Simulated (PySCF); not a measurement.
```yaml
atoms:
  - { symbol: F, position_ang: [0.8739, 1.5442, 2.0137] }
  - { symbol: B, position_ang: [1.5394, 0.7076, 1.2455] }
  - { symbol: F, position_ang: [2.8452, 0.7507, 1.3996] }
  - { symbol: C, position_ang: [0.8244, -0.2348, 0.2011] }
  - { symbol: C, position_ang: [-0.6486, -0.5729, 0.4878] }
  - { symbol: C, position_ang: [-1.4354, -0.3675, -0.7712] }
  - { symbol: C, position_ang: [-0.8116, 0.2717, -1.7469] }
  - { symbol: S, position_ang: [0.8529, 0.7055, -1.4190] }
  - { symbol: H, position_ang: [1.3982, -1.1400, -0.0102] }
  - { symbol: H, position_ang: [-0.7342, -1.6008, 0.8458] }
  - { symbol: H, position_ang: [-1.0474, 0.0837, 1.2685] }
  - { symbol: H, position_ang: [-2.4589, -0.6960, -0.8253] }
  - { symbol: H, position_ang: [-1.2024, 0.5490, -2.7071] }
```

Geometry: GFN2-xTB.

Level of theory: B3LYP/def2-SVPD, SCF density, gas phase (PySCF 2.14.0).

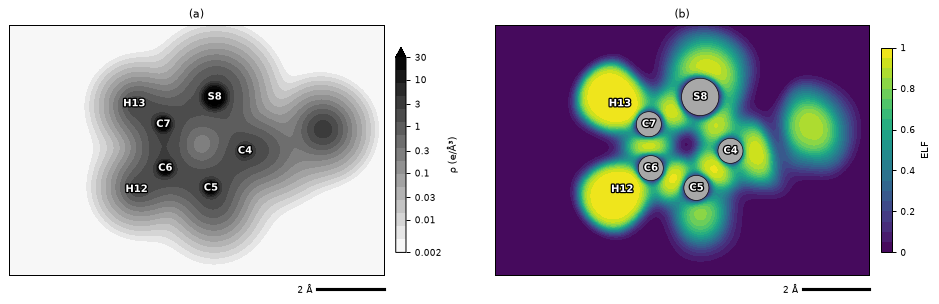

C4H5BF2S. (a) total electron density; (b) ELF on the plane of atoms C6, C7 and S8. Grey discs cover the atomic cores in the ELF map.

> Interpret the plot.

- The plane passes through C, S and H nuclei.
- C–C (1.32 Å): ρ is about 2.3 e/Å³ halfway; the ELF peaks at about 0.90 between the atoms; a short, multiple covalent bond.
- C–S (1.75 Å): the density is about 1.4 e/Å³ at the midpoint; the ELF peaks at about 0.95 between the atoms, as expected for a shared electron pair.
- C–H (1.07 Å): ρ is about 2 e/Å³ halfway; the ELF climbs to about 1 towards the hydrogen, as it does in any bond to H (an ordinary covalent bond to hydrogen).
- C–C (1.50 Å): ρ at the midpoint is about 1.7 e/Å³; the ELF peaks at about 0.95 between the atoms (a covalent bond).
- C–S (1.87 Å): ρ at the midpoint is about 1.1 e/Å³; the ELF peaks at about 0.90 between the atoms; a covalent bond.
- The ELF also peaks beside F3 and S8, away from the bonds: lone-pair regions.
